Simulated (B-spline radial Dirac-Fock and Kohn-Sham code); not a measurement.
Technetium in charge state +2 (Tc²⁺). The calculation used a Dirac–Hartree–Slater potential; 1 + βP₂(cos θ) + (δ + γ cos²θ) sin θ cos φ with E1 and E1–E2 terms (a radial B-spline solver). Open shells are averaged over j.

A figure with this caption is to be made: «Angular distribution of photoelectrons from M5 (3d5/2) in the plane of the polarisation E (up) and the photon direction k (right), relative to an isotropic one.» What will it show?

At 4.96 keV, β = 0.840, γ = 1.079 and δ = 0.203. At 13.3 keV, β = 0.488, γ = 1.521 and δ = 0.495. At 13.3 keV the emission 45° forward of E is 8.6 times that 45° backward, and the lobe peaks 32° from E towards k.

The result:

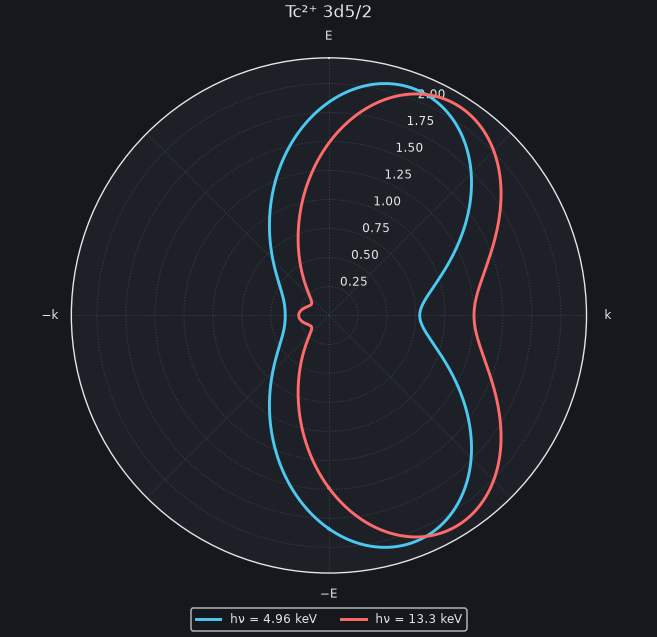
